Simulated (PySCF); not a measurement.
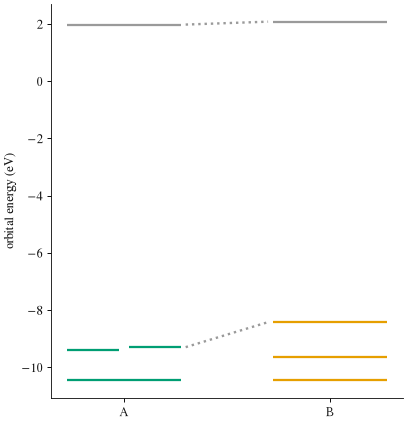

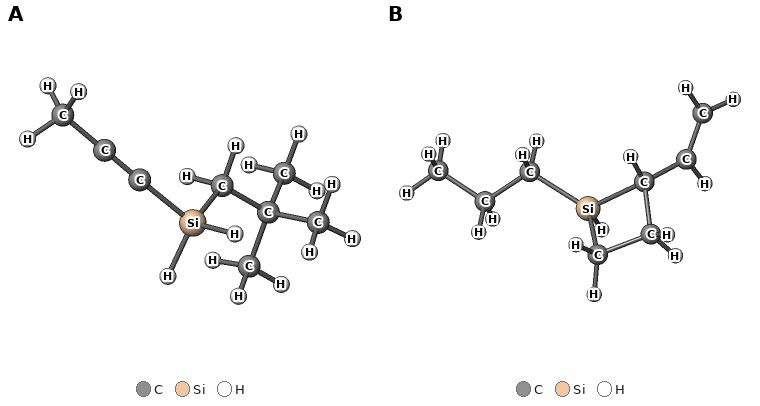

Related molecules: A is C₈H₁₆Si, SMILES CC#C[SiH2]CC(C)(C)C; B is C₈H₁₆Si, SMILES C=C[C@@H]1CC[Si@H]1CCC. Frontier orbital energies, ωB97X-D/def2-SVPD with PySCF 2.14.0, at a PBE0-D3(BJ)/def2-SVP geometry (no frequency check); drawn are at most three filled levels and, in grey, the LUMO with any level within 0.03 eV of it; dotted lines join the HOMOs and the LUMOs.

> What does the change do to the frontier levels?

From A to B the HOMO rises by 0.87 eV and the LUMO rises by 0.10 eV, so the separation goes from 11.28 to 10.50 eV.

> Does the ΔSCF ionisation energy follow the HOMO?

A: −ε(HOMO) 9.29, ΔSCF 9.42 eV; B: −ε(HOMO) 8.42, ΔSCF 8.47 eV.

Limits of at least one run: empty levels above zero depend strongly on the basis; one conformer of a flexible molecule.
